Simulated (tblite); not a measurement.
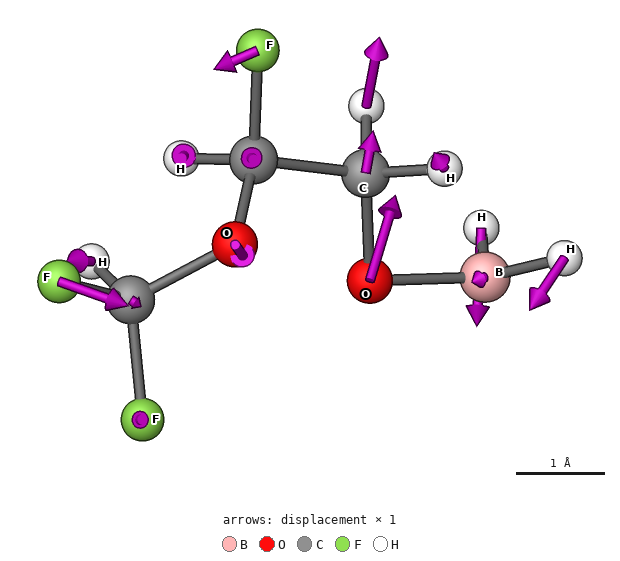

A relaxation of C3H6BF3O2. The starting structure is drawn; purple arrows show the displacements, at their true length. The two geometries are superimposed by the best rigid fit.

A ball-and-stick model, seen at a tilt.

These are results of GFN2-xTB geometry optimisation, gas phase (tblite), not measurements. 

> What did the optimiser do to the structure, and how much energy did it gain?

The energy falls by 194.9 kJ/mol in 123 geometry steps. The largest moves after the best rigid fit, 1.15 Å, are those of O and H atoms. By element the largest moves are H 1.15 Å, O 1.14 Å, F 0.89 Å, C 0.51 Å, B 0.22 Å. Among the contacts that change: B–O 1.493 → 1.329 Å, C–F 1.386 → 1.344 Å, B–H 1.192 → 1.169 Å, C–O 1.369 → 1.387 Å. Bond angles that change, for instance: B–O–C 103.3° → 124.4°, O–B–H 112.8° → 122.4°, C–O–C 109.0° → 117.7°. Groups turn about C–O by about 65°, C–O by about 50°.
